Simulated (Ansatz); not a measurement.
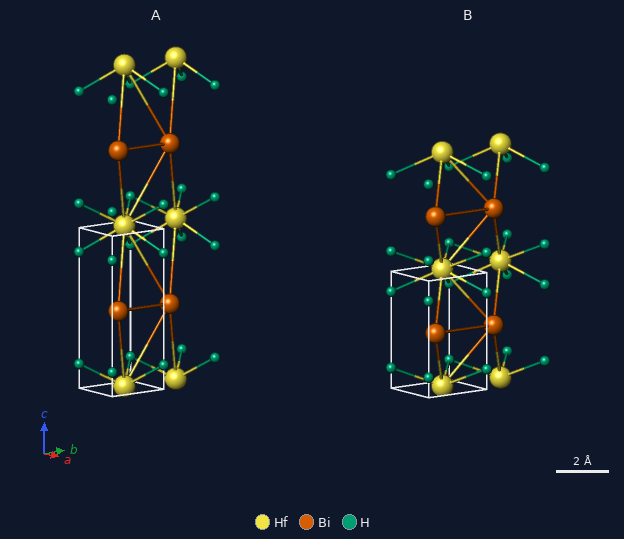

Two geometries of a crystal of HfBiH2 (a generated structure, set up in P-6m2), drawn at one scale. One is the start of a relaxation, the other its converged end. Style: ball-and-stick. Shown: the cell of the calculation, repeated 1 × 2 × 2 with one cell outlined, slightly off an axis.

Method: Ansatz 0.2.0, DFT PBE, scalar-relativistic, plane waves, PAW. Settings: plane-wave cutoff 420 eV; k-point mesh 12 × 12 × 10; occupations gaussian; smearing width 0.1 eV; no spin polarisation; cell and atoms relaxed; force threshold 0.01 eV/Å; at most 80 steps.

> Which one is relaxed?

Structure A is the relaxed one. Over 12 accepted moves (15 points after the start) the energy falls by 0.755 eV per cell of the calculation. The largest force component goes from 0.025 to 0.00026 eV/Å. The pressure goes from −0.19 to −0.01 GPa. The line search rejected the trial step at point 7 of the run. The SCF was repeated twice at an unchanged geometry on a basis and grid sized afresh for the cell, which shifted the energy by 0.116 eV per cell of the calculation at most. The largest moves relative to the cell, 0.14 Å, are those of H atoms. Bi and Hf stay in place. The volume changes by +7.5 %, with a = b 3.713 → 3.284 Å (−11.5 %), c 4.523 → 6.218 Å (+37.5 %). Among the contacts that change: Bi–Hf 3.116 → 3.642 Å, Hf–Hf 3.713 → 3.284 Å, Bi–Bi 3.713 → 3.284 Å, H–Hf 2.282 → 2.116 Å. Among the angles between lasting bonds that change: Hf–Bi–Hf 93.1° → 117.2°, Hf–Bi–Hf 139.8° → 149.8°, Hf–H–Hf 108.9° → 101.8°. The space group stays P-6m2 (No. 187).
